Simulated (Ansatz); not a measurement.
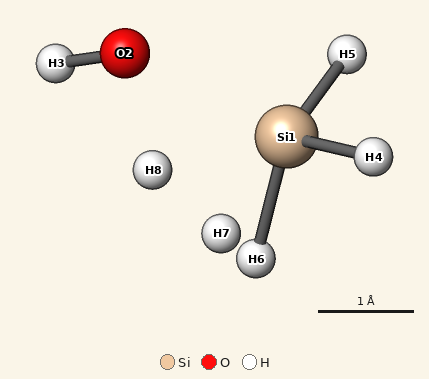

**Figure 1.** The structure as given in the input (ball-and-stick view, seen at a tilt; atoms are numbered from 1 in the order of the input). Bond lengths as drawn: H–O 1.01 Å and H–Si 1.46 Å.

## Geometry relaxation of SiH$_{6}$O (part 1 of 2)

System: SiH$_{6}$O.
Method: RKS PBE0/def2-SVP (Ansatz 0.2.0).

The input holds or restrains some coordinates. Forces given for the steps count only the free coordinates. It belongs to a series of runs on one base structure; here: pulled along the bonds that form and break, towards end B. Figures and captions count atoms from 1; the log counts them from 0 in places.

### What the program printed
```
The last accepted step is kept in [file] (removed where the run ends without a failure and the disk answers)
Engine: ansatz 0.2.0, aarch64-unknown-linux-gnu
Functional definition: PBE0
  parameter a = 0.25
  parameter kappa = 0.804
  parameter beta = 0.06672455060314922
  exchange = (1 - a)*pbe_x(kappa = kappa, mu = beta*pi^2/3) + a*exact_x
  correlation = pbe_c(beta = beta)
647 factors; integrals over basis functions are off by at most 3.4e-4 eV
mean field evaluation 1: about -10006.6352 eV, gradient 4.1e1 eV
mean field evaluation 2: about -9996.9551 eV, gradient 8.1e1 eV
mean field evaluation 4: about -10009.7443 eV, gradient 1.2e0 eV
mean field evaluation 8: about -10009.7497 eV, gradient 6.8e-3 eV
mean field -10009.74967994 eV, -367.8515158857 hartree, gradient 2.3e-5 eV, S^2 0.000000; 0 other end points of the search recorded, 0 dependent functions left out
the calculation of the forces begins
reference -10009.74970251 eV, -367.8515167152 hartree; 14, 14 occupied and 48, 48 virtual orbitals, 647 factors
relax step   1: F+E_penalty+E_count = -10009.74967994 eV  Δ(F+E_penalty+E_count) = +0.000e0 eV  max|allowed force component| = 2.639e0 eV/Å  E_restraint = 26.14198653 eV  max|allowed force component, restraints' pulls added| = 2.718e1 eV/Å  Δτ_max = 0.0000 Å  (21 SCF iters, accepted)
  distance Si 0 - H 6 = 1.7600 Å
  distance H 7 - O 1 = 1.4219 Å
  distance Si 0 - O 1 = 2.0300 Å
  distance H 7 - H 6 = 0.9879 Å
these checks for a lower state are left out or cut short: starts, cluster_reference, orbital_swaps, neighbouring_geometries, increment
647 factors; integrals over basis functions are off by at most 4.8e-4 eV
mean field evaluation 16: about -10008.7086 eV, gradient 1.3e-2 eV
mean field -10008.70835347 eV, -367.8132478439 hartree, gradient 2.0e-5 eV, S^2 0.000000; 0 other end points of the search recorded, 0 dependent functions left out
[... from here on the field's lines of each further geometry are left out, up to the last ...]
relax step   2: F+E_penalty+E_count = -10008.70835347 eV  Δ(F+E_penalty+E_count) = +1.041e0 eV  max|allowed force component| = 2.697e0 eV/Å  E_restraint = 11.85210403 eV  max|allowed force component, restraints' pulls added| = 1.792e1 eV/Å  Δτ_max = 0.1949 Å  (27 SCF iters, accepted)
relax step   3: F+E_penalty+E_count = -10008.75653099 eV  Δ(F+E_penalty+E_count) = -4.818e-2 eV  max|allowed force component| = 2.307e0 eV/Å  E_restraint = 3.55863528 eV  max|allowed force component, restraints' pulls added| = 9.548e0 eV/Å  Δτ_max = 0.1948 Å  (27 SCF iters, accepted)
relax step   4: F+E_penalty+E_count = -10009.50711236 eV  Δ(F+E_penalty+E_count) = -7.506e-1 eV  max|allowed force component| = 2.169e0 eV/Å  E_restraint = 0.33829133 eV  max|allowed force component, restraints' pulls added| = 4.297e0 eV/Å  Δτ_max = 0.1943 Å  (26 SCF iters, accepted)
relax step   5: F+E_penalty+E_count = -10010.46619668 eV  Δ(F+E_penalty+E_count) = -9.591e-1 eV  max|allowed force component| = 1.722e0 eV/Å  E_restraint = 0.05485857 eV  max|allowed force component, restraints' pulls added| = 1.323e0 eV/Å  Δτ_max = 0.1948 Å  (25 SCF iters, accepted)
relax step   6: F+E_penalty+E_count = -10011.18673167 eV  Δ(F+E_penalty+E_count) = -7.205e-1 eV  max|allowed force component| = 1.071e0 eV/Å  E_restraint = 0.01294962 eV  max|allowed force component, restraints' pulls added| = 7.416e-1 eV/Å  Δτ_max = 0.1976 Å  (24 SCF iters, accepted)
relax step   7: F+E_penalty+E_count = -10011.60257917 eV  Δ(F+E_penalty+E_count) = -4.158e-1 eV  max|allowed force component| = 1.360e0 eV/Å  E_restraint = 0.01089617 eV  max|allowed force component, restraints' pulls added| = 1.008e0 eV/Å  Δτ_max = 0.1950 Å  (25 SCF iters, accepted)
relax step   8: F+E_penalty+E_count = -10011.73626571 eV  Δ(F+E_penalty+E_count) = -1.337e-1 eV  max|allowed force component| = 8.175e-1 eV/Å  E_restraint = 0.02037620 eV  max|allowed force component, restraints' pulls added| = 1.391e-1 eV/Å  Δτ_max = 0.1998 Å  (23 SCF iters, accepted)
relax step   9: F+E_penalty+E_count = -10011.74128657 eV  Δ(F+E_penalty+E_count) = -5.021e-3 eV  max|allowed force component| = 1.217e0 eV/Å  E_restraint = 0.02168005 eV  max|allowed force component, restraints' pulls added| = 1.404e0 eV/Å  Δτ_max = 0.1949 Å  (24 SCF iters, accepted)
relax step  10: F+E_penalty+E_count = -10011.74960742 eV  Δ(F+E_penalty+E_count) = -8.321e-3 eV  max|allowed force component| = 1.395e0 eV/Å  E_restraint = 0.02155685 eV  max|allowed force component, restraints' pulls added| = 1.561e0 eV/Å  Δτ_max = 0.1947 Å  (24 SCF iters, accepted)
relax step  11: F+E_penalty+E_count = -10011.85239772 eV  Δ(F+E_penalty+E_count) = -1.028e-1 eV  max|allowed force component| = 8.860e-1 eV/Å  E_restraint = 0.01790767 eV  max|allowed force component, restraints' pulls added| = 2.938e-1 eV/Å  Δτ_max = 0.2000 Å  (24 SCF iters, accepted)
relax step  12: F+E_penalty+E_count = -10011.90610149 eV  Δ(F+E_penalty+E_count) = -5.370e-2 eV  max|allowed force component| = 8.015e-1 eV/Å  E_restraint = 0.01445043 eV  max|allowed force component, restraints' pulls added| = 2.260e-1 eV/Å  Δτ_max = 0.2000 Å  (24 SCF iters, accepted)
relax step  13: F+E_penalty+E_count = -10011.93646574 eV  Δ(F+E_penalty+E_count) = -3.036e-2 eV  max|allowed force component| = 8.695e-1 eV/Å  E_restraint = 0.01470277 eV  max|allowed force component, restraints' pulls added| = 1.121e-1 eV/Å  Δτ_max = 0.1999 Å  (24 SCF iters, accepted)
relax step  14: F+E_penalty+E_count = -10011.92182348 eV  Δ(F+E_penalty+E_count) = +1.464e-2 eV  max|allowed force component| = 1.358e0 eV/Å  E_restraint = 0.01171610 eV  max|allowed force component, restraints' pulls added| = 1.062e0 eV/Å  Δτ_max = 0.1942 Å  (24 SCF iters, rejected (line search))
relax step  15: F+E_penalty+E_count = -10011.94357949 eV  Δ(F+E_penalty+E_count) = -7.114e-3 eV  max|allowed force component| = 7.838e-1 eV/Å  E_restraint = 0.01514453 eV  max|allowed force component, restraints' pulls added| = 3.502e-1 eV/Å  Δτ_max = 0.0945 Å  (22 SCF iters, accepted)
the calculation of the forces begins
reference -10011.95331532 eV, -367.9324979924 hartree; 14, 14 occupied and 48, 48 virtual orbitals, 647 factors
relax step  16: F+E_penalty+E_count = -10011.95329228 eV  Δ(F+E_penalty+E_count) = -9.713e-3 eV  max|allowed force component| = 8.156e-1 eV/Å  E_restraint = 0.01534421 eV  max|allowed force component, restraints' pulls added| = 1.183e-1 eV/Å  Δτ_max = 0.1000 Å  (22 SCF iters, accepted)
```

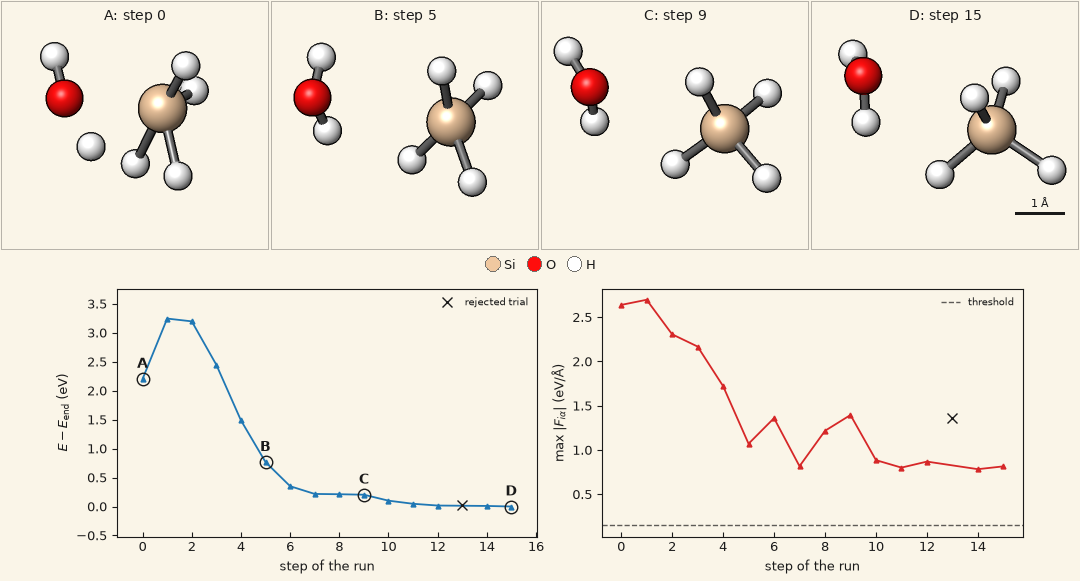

**Figure 2.** Frames of the restrained relaxation (ball-and-stick view, seen at a tilt) above the curves, on which the letters mark them (the first geometry is step 0 here and step 1 in the log).

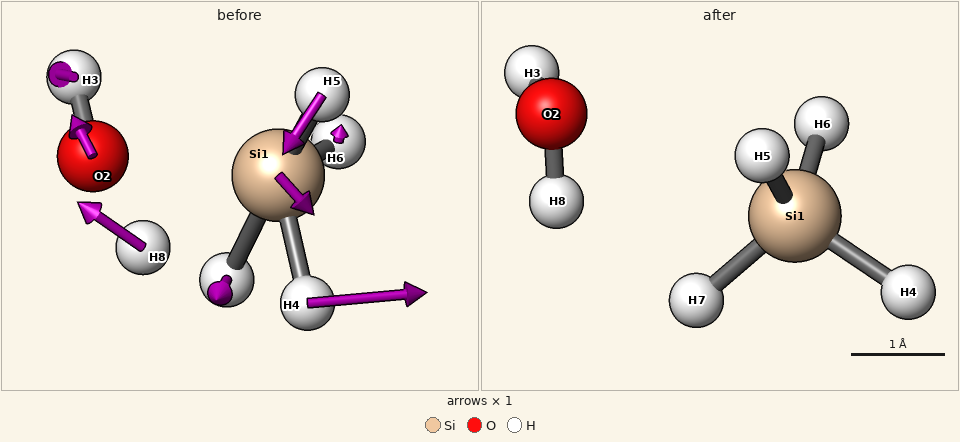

**Figure 3.** Before (left) and after (right) the restrained relaxation, at one scale (ball-and-stick view, seen at a tilt). The pink arrows give the displacements, at true length. The atom that moves furthest after the best rigid fit is H4 (1.33 Å). Largest moves by element: H 1.33 Å, Si 0.60 Å, O 0.58 Å. Among the contacts that change: O2–H8 1.422 → 0.982 Å, Si1–H7 1.760 → 1.474 Å, O2–H3 1.010 → 0.967 Å, Si1–H4 1.460 → 1.496 Å. New bonds form: O2–H8 (1.42 → 0.98 Å). Among the angles that change: H5–Si1–H7 176.6° → 111.1°, H4–Si1–H7 67.2° → 107.0°, H6–Si1–H7 72.8° → 110.0°. Over 15 geometry steps the energy falls by 2.204 eV. The largest force component goes from 2.6 to 0.82 eV/Å. The line search rejected the trial step at point 13 (counted from 0) and went back. (Atoms are counted from 1 in the order of the input.)

```
  distance Si 0 - H 6 = 1.4744 Å
  distance H 7 - O 1 = 0.9822 Å
  distance Si 0 - O 1 = 2.8830 Å
  distance H 7 - H 6 = 1.8655 Å
647 factors; integrals over basis functions are off by at most 7.1e-4 eV
mean field -10011.95329228 eV, -367.9324971456 hartree, gradient 3.4e-5 eV, S^2 0.000000; 1 other end points of the search recorded, 0 dependent functions left out
the calculation of the forces begins
reference -10011.95331532 eV, -367.9324979924 hartree; 14, 14 occupied and 48, 48 virtual orbitals, 647 factors
Total energy: -10011.95331532 eV, -367.9324979924 hartree
Atom 0 at     0.377664    -0.222548    -0.421441 Å, force    -0.250360     0.167940    -0.374457 eV/Å
Atom 1 at    -0.493439    -0.150545     2.325832 Å, force     0.585301    -0.488393     0.081805 eV/Å
Atom 2 at    -1.096722    -0.835283     2.645900 Å, force     0.118283     0.091656    -0.099448 eV/Å
Atom 3 at     1.093937    -0.295439    -1.733053 Å, force     0.005812    -0.007369    -0.024335 eV/Å
Atom 4 at     0.089113     1.203290    -0.114217 Å, force     0.005985     0.001664    -0.007696 eV/Å
Atom 5 at    -0.870811    -1.030921    -0.532279 Å, force     0.003194     0.007208     0.012659 eV/Å
Atom 6 at     1.271957    -0.813866     0.590771 Å, force     0.347408    -0.190492     0.149400 eV/Å
Atom 7 at     0.358701    -0.624088     2.206387 Å, force    -0.815622     0.417786     0.262071 eV/Å
Dipole moment:    -0.007648    -0.352182     0.181897 e Å
```

### Trajectory as extended XYZ (Å, eV, eV/Å), 16 frames, from step=1 to step=16
```
8
Properties=species:S:1:pos:R:3:forces:R:3 step=1 energy=-10009.74968
Si    0.0000    0.0000    0.0000    0.4581  -0.6457   2.5528
O     0.0000    0.0000    2.0300   -2.1070   0.3724  -1.8547
H    -0.9095   -0.2814    2.3671    1.6365   0.5956  -0.6543
H     1.3768    0.0000   -0.4862    0.3931   0.7867  -0.5850
H    -0.6877    1.1914   -0.4862   -0.5241   0.8203   0.3550
H    -0.6877   -1.1914   -0.4862   -0.7108  -0.1860  -0.4522
H     0.9186   -1.3949    0.5550    0.4620  -0.8126   2.6387
H     0.7199   -1.0931    1.4744    0.3922  -0.9307  -2.0002
8
Properties=species:S:1:pos:R:3:forces:R:3 step=2 energy=-10008.70835
Si    0.0350   -0.0508   -0.1081    0.5765  -0.5862   1.9459
O     0.0252   -0.0406    2.1531    0.0863  -0.9509  -2.4585
H    -0.9082   -0.2803    2.3694    0.9447  -0.1144  -0.0747
H     1.3960    0.0082   -0.5015    1.2260   1.1092  -1.4514
H    -0.6898    1.1942   -0.4822   -0.3068   0.4251   0.8038
H    -0.7011   -1.2051   -0.4992   -1.3142  -0.6108  -1.1205
H     0.9173   -1.3943    0.4026    0.0334  -0.3448   2.6968
H     0.6560   -1.0007    1.6337   -1.2460   1.0726  -0.3414
8
Properties=species:S:1:pos:R:3:forces:R:3 step=3 energy=-10008.75653
Si    0.0768   -0.1084   -0.2381    0.0380  -0.0688   1.1571
O     0.0594   -0.0872    2.2690    0.5331  -1.3148  -1.6871
H    -0.9000   -0.2894    2.3736    1.0873  -0.3525  -0.0671
H     1.4246    0.0270   -0.5335    2.0510   1.2842  -2.1683
H    -0.6906    1.1945   -0.4655    0.0993  -0.2178   1.1035
H    -0.7265   -1.2196   -0.5238   -1.7748  -1.0153  -1.7739
H     0.9046   -1.3801    0.2990   -0.1981  -0.0681   2.3073
H     0.5820   -0.9061    1.7871   -1.8358   1.7531   1.1287
8
Properties=species:S:1:pos:R:3:forces:R:3 step=4 energy=-10009.50711
Si    0.1219   -0.1746   -0.3645   -0.1972   0.3056   0.7548
O     0.0759   -0.1100    2.4056   -0.9051   0.9288   0.2658
H    -0.8799   -0.3047    2.3794    0.6678  -0.1367   0.0761
H     1.4936    0.0768   -0.6412    1.2122   0.9725  -2.1264
H    -0.6757    1.1680   -0.4101    0.4886  -0.8104   0.9692
H    -0.7919   -1.2496   -0.6155   -1.2116  -0.5120  -1.8486
H     0.8744   -1.3460    0.2629   -0.1759  -0.0169   2.1687
H     0.5121   -0.8294    1.9513    0.1211  -0.7308  -0.2595
8
Properties=species:S:1:pos:R:3:forces:R:3 step=5 energy=-10010.46620
Si    0.1518   -0.2144   -0.3704    0.2501  -0.2359  -0.2039
O     0.0495   -0.0789    2.4810    0.0061  -0.0461  -0.2095
H    -0.8876   -0.3035    2.4003    0.1663  -0.0980   0.1156
H     1.5342    0.1372   -0.8219   -0.3043   0.3218  -1.3229
H    -0.6328    1.0984   -0.3248    0.3511  -0.5461   0.8459
H    -0.8504   -1.2551   -0.7764   -0.0857   0.3631  -1.2124
H     0.8536   -1.3313    0.3269   -0.1109   0.0463   1.7224
H     0.5120   -0.8219    2.0531   -0.2727   0.1948   0.2648
```
